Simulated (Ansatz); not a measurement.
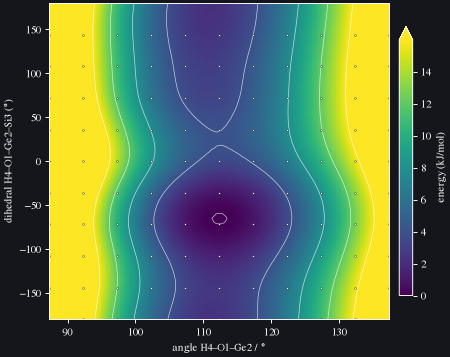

Energy landscape of GeH6OSi, SMILES [OH][GeH2][SiH3]. 
- The first coordinate is: angle H4–O1–Ge2; the second: dihedral H4–O1–Ge2–Si3.
- Nothing is relaxed (all other coordinates rigid).
- The scan uses an 11 × 10 grid.
- Points are written as (first, second).
- All energies are given in kJ/mol relative to the lowest grid point.
- Method: RKS PBE0-D4/def2-TZVP in Ansatz 0.2.0.

The picture shows a smooth colour map with a few white contour lines, dots at the grid points, one colour for all values above the top of the scale. Between grid points the surface is interpolated. 

**What does the map say about the system?**

The lowest grid point is at (112.3°, −72°). The highest grid point, (87.3°, 0°), lies 35.2 kJ/mol above the lowest. Round the minimum the two coordinates are nearly uncoupled.

Time for the 110 points that were run: 12 min on 1 thread of Arm Neoverse V1, with other jobs on the host.
